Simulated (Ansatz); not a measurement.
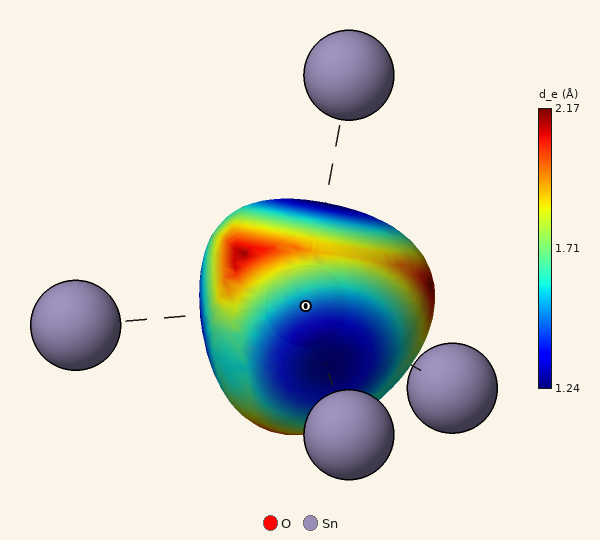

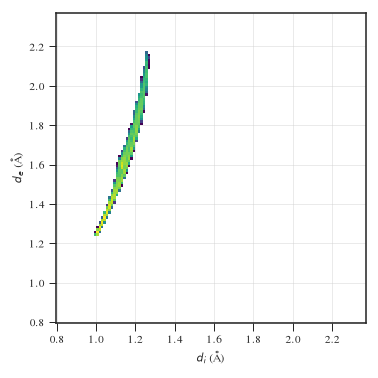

Hirshfeld surface computed for one O atom in SnO in space group P4/nmm, coloured by d_e. Dashed lines lead to the closest neighbours outside. The second picture is its fingerprint plot, coloured by area on a logarithmic scale (dark little, yellow much).

The surface is where the fragment's share of the procrystal density (the sum of the densities of spherically averaged neutral Hartree-Fock atoms) equals one half. d_i and d_e are the distances from the surface to the nearest nucleus inside and outside. From Rb on the atoms have core potentials, so only their outer electrons count.

The cell is taken from a calculation's input that goes back to an entry of the Crystallography Open Database (an earlier step may have relaxed or displaced it).

```cif
data_structure
_symmetry_space_group_name_H-M 'P 1'
_symmetry_Int_Tables_number 1
_cell_length_a 3.8366
_cell_length_b 3.8366
_cell_length_c 4.7595
_cell_angle_alpha 90.000
_cell_angle_beta 90.000
_cell_angle_gamma 90.000
_cell_volume 70.06
loop_
_atom_site_label
_atom_site_type_symbol
_atom_site_fract_x
_atom_site_fract_y
_atom_site_fract_z
_atom_site_occupancy
Sn1 Sn 0.50000 0.00000 0.24347 1
Sn2 Sn 0.00000 0.50000 0.75653 1
O1 O 0.00000 0.00000 0.00000 1
O2 O 0.50000 0.50000 0.00000 1
```

**What is the shortest distance from the fragment to an atom outside it?**

O–Sn, 2.24 Å.

**How is the surface shared among contacts (nearest atom inside ··· nearest atom outside)?**

O···Sn 88 %, O···O 12 %. The surface faces 8 neighbours with more than 2 % of its area each: 4 O + 4 Sn.

**Give the size and shape of the surface.**

It encloses about 6.1 Å³, has an area of about 16 Å² and a globularity of 0.98 (1 for a sphere).

**Where does the fingerprint reach closest to the origin?**

The smallest d_i + d_e is about 2.2 Å, which belongs to the shortest contact, O···Sn at 2.24 Å; d_e runs from 1.24 to 2.17 Å.
